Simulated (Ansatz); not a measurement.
# BH5OSi2: shape, modes and thermochemistry

Aim: relax BH5OSi2 from a cheap starting geometry, then compute its harmonic vibrations to see whether it is a minimum and to get the zero-point energy and entropy, and look at its orbitals and charge.

The runs use Ansatz 0.2.0, Gaussian basis; RKS PBE0-D4/def2-TZVP.

Levels to be run: relaxation at PBE-D4/def2-SVP; relaxation at PBE0-D4/def2-TZVP; harmonic vibrations at the same level; a single point in def2-TZVPP for the fields.

## (1) Starting geometry

SMILES `[SiH3][SiH]1BO1`, 9 atoms, charge 0, spin multiplicity 1.

Atoms are counted from 1 here; the program's logs count them from 0.

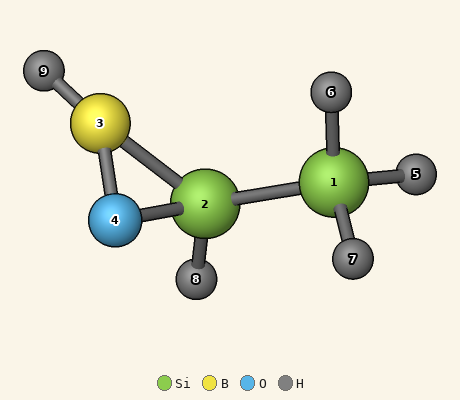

Start geometry, drawn with silicon green, boron yellow, oxygen blue, hydrogen grey; atoms are numbered from 1 in the order of the file.

The start is a force-field geometry with small random shifts, so a cheaper pass at PBE-D4/def2-SVP comes first.

## (2) Optimising with PBE-D4/def2-SVP (cheap first pass)

Contents of in.yaml:

```yaml
crystal:
  periodic: [false, false, false]
  atoms:
    - {symbol: Si, position_ang: [-0.599100, 0.913300, -1.046300]}
    - {symbol: Si, position_ang: [0.099700, -0.856300, 0.008800]}
    - {symbol: B, position_ang: [0.647100, -0.550900, 1.881300]}
    - {symbol: O, position_ang: [1.645400, -0.490000, 0.727400]}
    - {symbol: H, position_ang: [-1.896900, 0.623900, -1.775000]}
    - {symbol: H, position_ang: [-0.894300, 2.046700, -0.084400]}
    - {symbol: H, position_ang: [0.386500, 1.405000, -2.028700]}
    - {symbol: H, position_ang: [0.274400, -2.127600, -0.687600]}
    - {symbol: H, position_ang: [0.425600, -1.010400, 2.987300]}
basis:
  gaussian: {orbitals: def2-SVP}
hamiltonian: {xc: pbe, dispersion: d4}
relax: {f_tol: 0.03, max_steps: 200}
```

Run with:

```
$ ansatz run in.yaml --threads 2 --pin off --events-out ev --progress --plain --max-ram 4352MiB
```

Log, shortened:

```text
Functional definition: PBE
  name "PBE"
  cite "Perdew, Burke & Ernzerhof, Phys. Rev. Lett. 77, 3865 (1996) doi:10.1103/PhysRevLett.77.3865"
  parent pbe
[...]
979 factors; their error is unknown
[...]
mean field -18540.07946812 eV, -681.3353535363 hartree, gradient 4.2e-5 eV, S^2 0.000000; 0 other end points of the search recorded, 0 dependent functions left out
[...]
reference -18540.07950503 eV, -681.3353548924 hartree; 23, 23 occupied and 66, 66 virtual orbitals, 979 factors
relax step   1: F+E_penalty+E_count = -18540.27123553 eV  Δ(F+E_penalty+E_count) = +0.000e0 eV  max|allowed force component| = 4.306e0 eV/Å  Δτ_max = 0.0000 Å  (27 SCF iters, accepted)
[...]
relax step   7: F+E_penalty+E_count = -18541.53905551 eV  Δ(F+E_penalty+E_count) = -1.463e-3 eV  max|allowed force component| = 8.367e-2 eV/Å  Δτ_max = 0.0217 Å  (29 SCF iters, accepted)
[...]
relax step   8: F+E_penalty+E_count = -18541.53925750 eV  Δ(F+E_penalty+E_count) = -2.020e-4 eV  max|allowed force component| = 2.237e-2 eV/Å  Δτ_max = 0.0159 Å  (30 SCF iters, accepted)
979 factors; their error is unknown
mean field -18541.35525047 eV, -681.3822376729 hartree, gradient 1.8e-5 eV, S^2 0.000000; 1 other end points of the search recorded, 0 dependent functions left out
[...]
reference -18541.35528725 eV, -681.3822390243 hartree; 23, 23 occupied and 66, 66 virtual orbitals, 979 factors
Total energy: -18541.53929428 eV, -681.3890011579 hartree
Atom 0 at    -0.656767     0.993700    -1.138618 Å, force    -0.000395    -0.003035    -0.007104 eV/Å
Atom 1 at     0.031189    -0.895928     0.066267 Å, force     0.008427    -0.001802    -0.012998 eV/Å
Atom 2 at     0.628319    -0.853348     1.912696 Å, force     0.019189     0.000010    -0.001407 eV/Å
Atom 3 at     1.553095    -0.466035     1.033223 Å, force    -0.022369    -0.001598     0.009004 eV/Å
Atom 4 at    -1.968034     0.686310    -1.813206 Å, force     0.003386     0.000986    -0.000046 eV/Å
Atom 5 at    -0.850027     2.144198    -0.189015 Å, force     0.003323    -0.005459     0.002008 eV/Å
Atom 6 at     0.349315     1.379286    -2.191080 Å, force    -0.003502    -0.000335     0.004478 eV/Å
Atom 7 at     0.374015    -2.068289    -0.815941 Å, force    -0.007535     0.008973     0.004334 eV/Å
Atom 8 at     0.627295    -0.966195     3.118474 Å, force    -0.000524     0.002259     0.001730 eV/Å
Dipole moment:    -0.189532    -0.025842    -0.077501 e Å
```

Wall time 12 s (2 threads of Arm Neoverse V2, shared host).

The steps of the relaxation:

```
step  energy from step 1 (eV)  largest force component (eV/Å)
   1                   0.0000                          4.3063
   2                  -0.9312                          2.5756
   3                  -1.2185                          0.6963
   4                  -1.2505                          1.0021
   5                  -1.2645                          0.1449
   6                  -1.2664                          0.1104
   7                  -1.2678                          0.0837
   8                  -1.2680                          0.0224
```

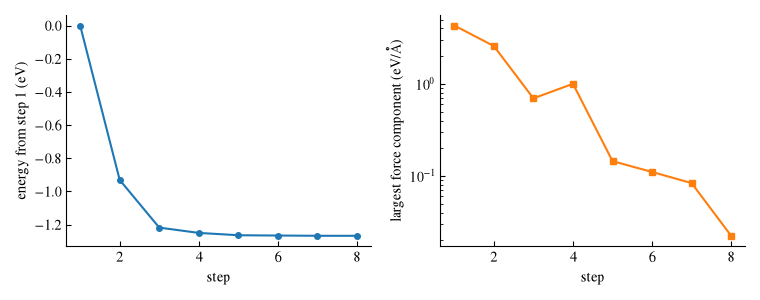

Energy and largest force along the relaxation.

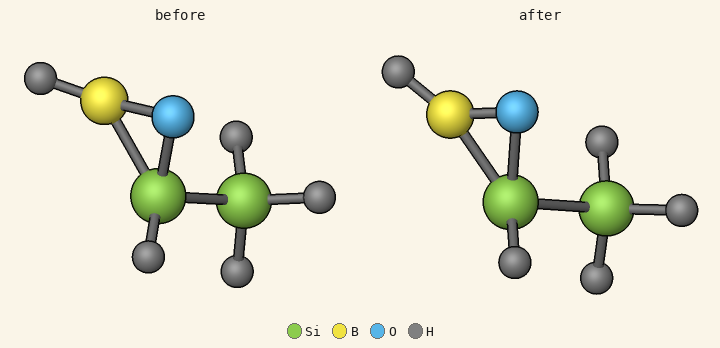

The geometry before (left) and after (right).

Close pairs (by a distance rule), those that changed most:

```
   bond  before (Å)  after (Å)  change (Å)
  B3–O4       1.527      1.334      -0.193
Si1–Si2       2.176      2.344      +0.169
 Si2–O4       1.743      1.854      +0.110
 Si2–H8       1.460      1.507      +0.047
 Si2–B3       1.975      1.941      -0.034
 Si1–H7       1.476      1.506      +0.030
 Si1–H6       1.516      1.504      -0.011
 Si1–H5       1.516      1.506      -0.010
```

## (3) Relaxation at PBE0-D4/def2-TZVP

Contents of in.yaml:

```yaml
crystal:
  periodic: [false, false, false]
  atoms:
    - {symbol: Si, position_ang: [-0.656767, 0.993700, -1.138618]}
    - {symbol: Si, position_ang: [0.031189, -0.895928, 0.066267]}
    - {symbol: B, position_ang: [0.628319, -0.853348, 1.912696]}
    - {symbol: O, position_ang: [1.553095, -0.466035, 1.033223]}
    - {symbol: H, position_ang: [-1.968034, 0.686310, -1.813206]}
    - {symbol: H, position_ang: [-0.850027, 2.144198, -0.189015]}
    - {symbol: H, position_ang: [0.349315, 1.379286, -2.191080]}
    - {symbol: H, position_ang: [0.374015, -2.068289, -0.815941]}
    - {symbol: H, position_ang: [0.627295, -0.966195, 3.118474]}
basis:
  gaussian: {orbitals: def2-TZVP}
hamiltonian: {xc: pbe0, dispersion: d4}
relax: {f_tol: 0.005, max_steps: 150}
```

Same command.

Log, shortened:

```text
Functional definition: PBE0
  name "PBE0"
  cite "Adamo & Barone, J. Chem. Phys. 110, 6158 (1999) doi:10.1063/1.478522"
  cite "Perdew, Burke & Ernzerhof, Phys. Rev. Lett. 77, 3865 (1996) doi:10.1103/PhysRevLett.77.3865"
  parent pbe
[...]
1076 factors; their error is unknown
[...]
mean field -18551.76599815 eV, -681.7648255933 hartree, gradient 2.6e-5 eV, S^2 0.000000; 0 other end points of the search recorded, 0 dependent functions left out
[...]
reference -18551.76603499 eV, -681.7648269473 hartree; 23, 23 occupied and 143, 143 virtual orbitals, 1076 factors
relax step   1: F+E_penalty+E_count = -18551.92262416 eV  Δ(F+E_penalty+E_count) = +0.000e0 eV  max|allowed force component| = 1.052e0 eV/Å  Δτ_max = 0.0000 Å  (26 SCF iters, accepted)
[...]
Total energy: -18551.98920356 eV, -681.7730282410 hartree
Atom 0 at    -0.645474     0.995388    -1.135418 Å, force    -0.001695     0.001151    -0.003032 eV/Å
Atom 1 at     0.112226    -0.860228     0.055217 Å, force     0.003882    -0.000048     0.002726 eV/Å
Atom 2 at     0.582848    -0.864767     1.904157 Å, force     0.001362    -0.001945     0.001788 eV/Å
Atom 3 at     1.529975    -0.483295     1.043835 Å, force    -0.002037     0.000569    -0.004173 eV/Å
Atom 4 at    -1.967347     0.665198    -1.733359 Å, force     0.001721     0.000006     0.001163 eV/Å
Atom 5 at    -0.799820     2.143749    -0.205468 Å, force     0.000009     0.000438    -0.000121 eV/Å
Atom 6 at     0.293956     1.365378    -2.227782 Å, force    -0.000576     0.000189     0.000503 eV/Å
Atom 7 at     0.398086    -2.037296    -0.807428 Å, force    -0.000704    -0.000124     0.000716 eV/Å
Atom 8 at     0.583952    -0.970427     3.089046 Å, force    -0.001962    -0.000235     0.000430 eV/Å
Dipole moment:    -0.203567    -0.017388    -0.092197 e Å
```

Wall time 38 s (2 threads of Arm Neoverse V2, shared host).

Along the way:

```
step  energy from step 1 (eV)  largest force component (eV/Å)
   1                   0.0000                          1.0517
   2                  -0.0397                          0.6226
   3                  -0.0606                          0.2308
   4                  -0.0640                          0.2395
   5                  -0.0657                          0.0981
   6                  -0.0662                          0.0427
   7                  -0.0663                          0.0202
   8                  -0.0664                          0.0143
   9                  -0.0665                          0.0047
  10                  -0.0665                          0.0070
  11                  -0.0665                          0.0042
```

The force was under the threshold of 0.005 eV/Å already at step 9, but the program went on to step 11.

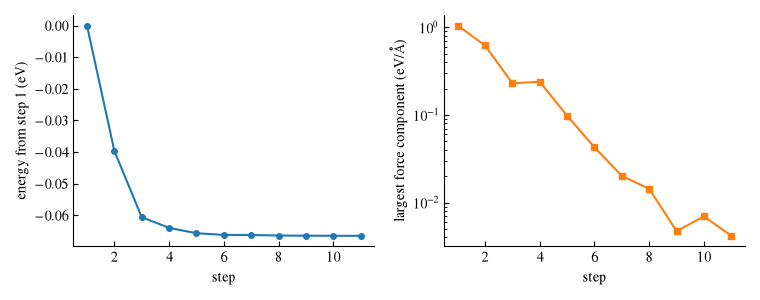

Energy and force, step by step.

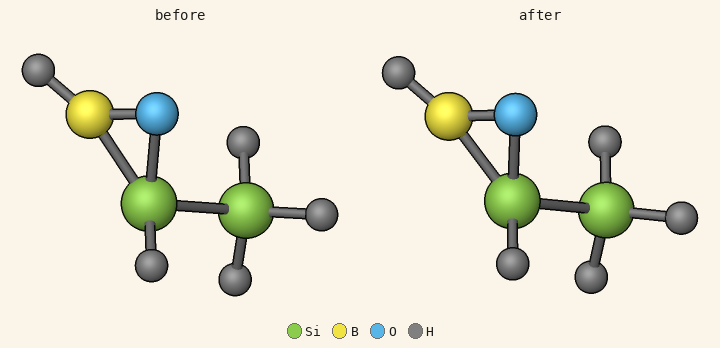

Before and after, at one scale.

Close pairs (by a distance rule), those that changed most:

```
   bond  before (Å)  after (Å)  change (Å)
 Si2–O4       1.854      1.769      -0.085
 Si2–B3       1.941      1.908      -0.033
  B3–H9       1.211      1.190      -0.021
 Si2–H8       1.507      1.487      -0.020
 Si1–H7       1.506      1.488      -0.019
 Si1–H6       1.504      1.486      -0.019
 Si1–H5       1.506      1.488      -0.018
Si1–Si2       2.344      2.331      -0.013
```

Mulliken charges of the relaxed molecule (report file):

```
atom  value (e)
 Si1       0.01
 Si2       0.16
  B3       0.06
  O4      -0.26
  H5      -0.01
  H6       0.00
  H7       0.00
  H8      -0.01
  H9       0.05
```

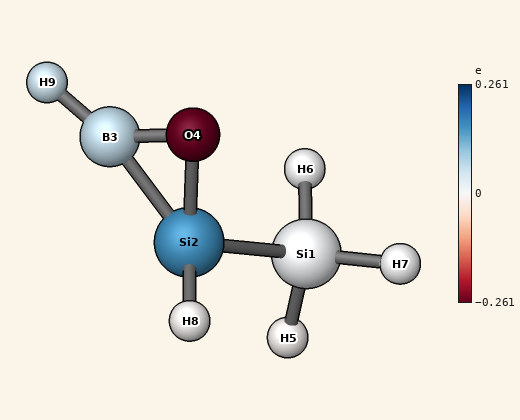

Mulliken charges of the relaxed molecule (report file), as colours on the atoms.

## (4) Vibrations by finite differences

Contents of in.yaml:

```yaml
crystal:
  periodic: [false, false, false]
  atoms:
    - {symbol: Si, position_ang: [-0.645474, 0.995388, -1.135418]}
    - {symbol: Si, position_ang: [0.112226, -0.860228, 0.055217]}
    - {symbol: B, position_ang: [0.582848, -0.864767, 1.904157]}
    - {symbol: O, position_ang: [1.529975, -0.483295, 1.043835]}
    - {symbol: H, position_ang: [-1.967347, 0.665198, -1.733359]}
    - {symbol: H, position_ang: [-0.799820, 2.143749, -0.205468]}
    - {symbol: H, position_ang: [0.293956, 1.365378, -2.227782]}
    - {symbol: H, position_ang: [0.398086, -2.037296, -0.807428]}
    - {symbol: H, position_ang: [0.583952, -0.970427, 3.089046]}
basis:
  gaussian: {orbitals: def2-TZVP}
hamiltonian: {xc: pbe0, dispersion: d4}
phonons: {temperatures: {t_min: 298.15, t_max: 900, t_step: 200}}
```

Launched as before.

Log, shortened:

```text
Functional definition: PBE0
  name "PBE0"
  cite "Adamo & Barone, J. Chem. Phys. 110, 6158 (1999) doi:10.1063/1.478522"
  cite "Perdew, Burke & Ernzerhof, Phys. Rev. Lett. 77, 3865 (1996) doi:10.1103/PhysRevLett.77.3865"
  parent pbe
[...]
1076 factors; their error is unknown
[...]
mean field -18551.83200288 eV, -681.7672512225 hartree, gradient 2.4e-5 eV, S^2 0.000000; 0 other end points of the search recorded, 0 dependent functions left out
[...]
reference -18551.83204015 eV, -681.7672525920 hartree; 23, 23 occupied and 143, 143 virtual orbitals, 1076 factors
[...]
1076 factors; their error is unknown
mean field -18551.83189890 eV, -681.7672474013 hartree, gradient 1.8e-6 eV, S^2 0.000000; 0 other end points of the search recorded, 0 dependent functions left out
[...]
reference -18551.83193617 eV, -681.7672487709 hartree; 23, 23 occupied and 143, 143 virtual orbitals, 1076 factors
[...]
Atom 1 at     0.112226    -0.860228     0.055217 Å, force     0.003786    -0.000119     0.002714 eV/Å
Atom 2 at     0.582848    -0.864767     1.904157 Å, force     0.001265    -0.001888     0.001939 eV/Å
Atom 3 at     1.529975    -0.483295     1.043835 Å, force    -0.001844     0.000569    -0.004266 eV/Å
Atom 4 at    -1.967347     0.665198    -1.733359 Å, force     0.001748     0.000005     0.001163 eV/Å
Atom 5 at    -0.799820     2.143749    -0.205468 Å, force    -0.000020     0.000394    -0.000106 eV/Å
Atom 6 at     0.293956     1.365378    -2.227782 Å, force    -0.000588     0.000190     0.000492 eV/Å
Atom 7 at     0.398086    -2.037296    -0.807428 Å, force    -0.000688    -0.000124     0.000688 eV/Å
Atom 8 at     0.583952    -0.970427     3.089046 Å, force    -0.001973    -0.000252     0.000433 eV/Å
Dipole moment:    -0.203567    -0.017387    -0.092196 e Å
Vibrations: 84.57 141.37 174.86 403.81 492.94 510.89 559.58 619.72 729.92 741.46 784.59 874.93 929.75 936.23 972.62 1342.32 2209.62 2218.77 2225.98 2236.46 2689.12 cm⁻¹, zero-point energy 1.356356 eV
```

It took 1.8 min on 2 threads of Arm Neoverse V2, shared host.

Motions are named by where the mode's potential energy lies. The modes, unscaled (a negative number is an imaginary wavenumber):

```
mode  cm⁻¹                       motion
   1    85                      torsion
   2   141                         bend
   3   175            bend with torsion
   4   404                Si–Si stretch
   5   493                         bend
   6   511            bend with torsion
   7   560       bend with Si–O stretch
   8   620                         bend
   9   730  out-of-plane bend with bend
  10   741  out-of-plane bend with bend
  11   785                         bend
  12   875                         bend
  13   930            bend with torsion
  14   936            bend with torsion
  15   973                         bend
  16  1342                  B–O stretch
  17  2210                 Si–H stretch
  18  2219                 Si–H stretch
  19  2226                 Si–H stretch
  20  2236                 Si–H stretch
  21  2689                  B–H stretch
```

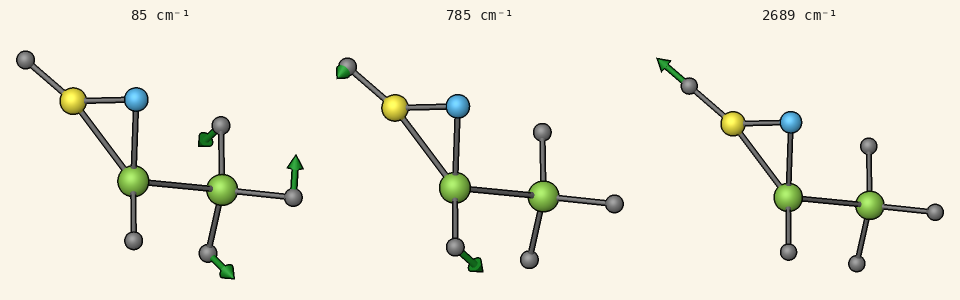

How the atoms move in 3 of the modes.

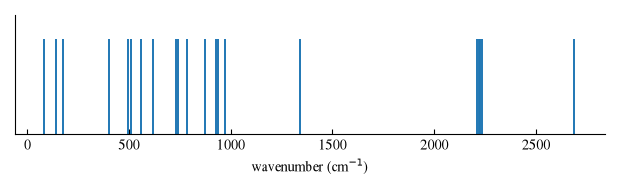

The harmonic wavenumbers as sticks (no intensities were computed).

From these modes and the moments of inertia (298.15 K, 1 bar, symmetry number 1):

```
                term            value
   zero-point energy     130.9 kJ/mol
          H(298) − E     150.2 kJ/mol
entropy, translation  164.7 J/(mol K)
   entropy, rotation  108.7 J/(mol K)
  entropy, vibration   56.2 J/(mol K)
      entropy, total  329.6 J/(mol K)
```

## (5) Fields at the relaxed geometry

in.yaml, as its differences from that of step 4:

```diff
@@ -13,4 +13,4 @@
 basis:
-  gaussian: {orbitals: def2-TZVP}
+  gaussian: {orbitals: def2-TZVPP}
 hamiltonian: {xc: pbe0, dispersion: d4}
-phonons: {temperatures: {t_min: 298.15, t_max: 900, t_step: 200}}
+output: {orbitals: {seedname: orbitals}}
```

Same command.

Log:

```text
Functional definition: PBE0
  name "PBE0"
  cite "Adamo & Barone, J. Chem. Phys. 110, 6158 (1999) doi:10.1063/1.478522"
  cite "Perdew, Burke & Ernzerhof, Phys. Rev. Lett. 77, 3865 (1996) doi:10.1103/PhysRevLett.77.3865"
  parent pbe
  parameter a = 0.25
  parameter kappa = 0.804
  parameter beta = 0.06672455060314922
  exchange = (1 - a)*pbe_x(kappa = kappa, mu = beta*pi^2/3) + a*exact_x
  correlation = pbe_c(beta = beta)
1197 factors; their error is unknown
mean field evaluation 1: about -18546.8415 eV, gradient 5.1e1 eV
mean field evaluation 2: about -18525.9823 eV, gradient 1.1e2 eV
mean field evaluation 4: about -18551.7688 eV, gradient 4.6e0 eV
mean field evaluation 8: about -18551.8215 eV, gradient 5.0e-2 eV
mean field evaluation 16: about -18551.8563 eV, gradient 2.3e-5 eV
mean field -18551.85632927 eV, -681.7681452006 hartree, gradient 2.3e-5 eV, S^2 0.000000; 0 other end points of the search recorded, 0 dependent functions left out
reference -18551.85636615 eV, -681.7681465562 hartree; 23, 23 occupied and 193, 193 virtual orbitals, 1197 factors
Total energy: -18552.01352832 eV, -681.7739221593 hartree
```

It took 3.3 s on 2 threads of Arm Neoverse V2, shared host.

Orbitals, density, ELF and potential are computed afterwards from the orbital file.

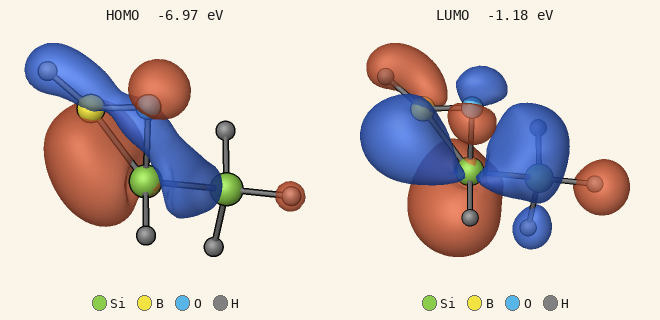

Frontier orbitals at PBE0-D4/def2-TZVPP; each surface holds 70 % of the orbital's density, blue and red mark the sign.

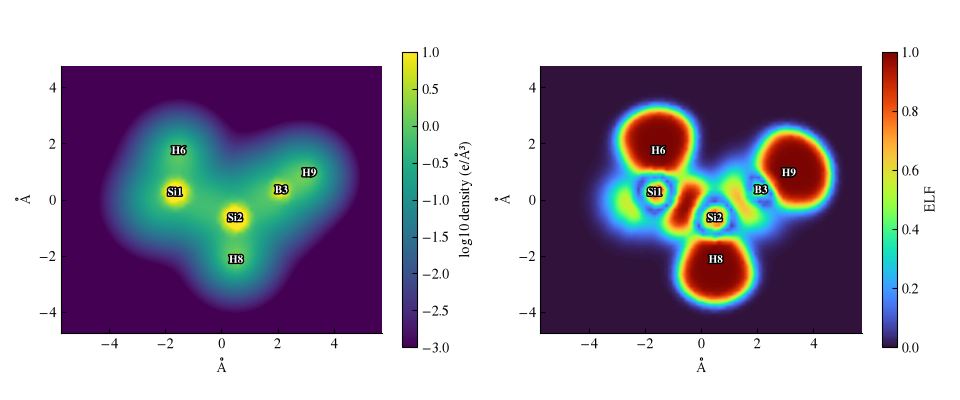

Density (left) and ELF (right) in a plane through or near 6 of the atoms.

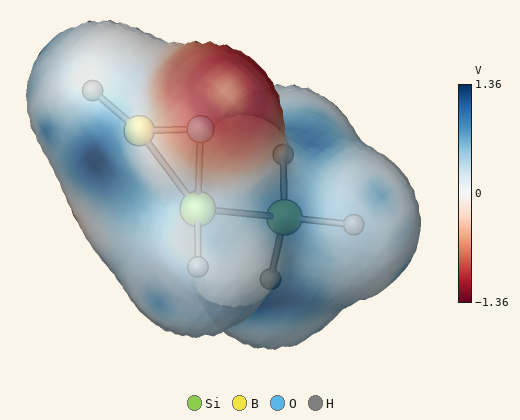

Electrostatic potential on the surface of density 0.002 e/bohr³; red is low, blue high. It runs, from the 1st to the 99th percentile, from -1.06 V near O4 to 1.36 V near Si2.

## (6) Outcome

| quantity | value |
| --- | --- |
| point group | C1 |
| steps | 8 + 11 |
| shift from the start (rms) | 0.211 Å |
| total energy | -18551.9892 eV |
| dispersion term | -157 meV |
| dipole moment | 1.08 D |
| lowest, highest wavenumber | 85, 2689 cm⁻¹ |
| zero-point energy | 130.9 kJ/mol |
| entropy at 298.15 K | 329.6 J/(mol K) |
| HOMO, LUMO | -6.97, -1.18 eV |

What this shows: The atoms moved 0.21 Å (rms) from the start; the bond that changed most is B3–O4, from 1.527 to 1.335 Å. All wavenumbers are real, so the end point is a minimum. The stiffest mode, 2689 cm⁻¹, is a B–H stretch, and 3 modes under 200 cm⁻¹ make the vibrational entropy uncertain. Harmonic hybrid wavenumbers usually lie a few per cent above measured fundamentals. The largest Mulliken charge, -0.26 e, sits on O4. The HOMO lies mostly on Si2 33 %; B3 29 % and the LUMO on Si2 28 %; B3 21 %.
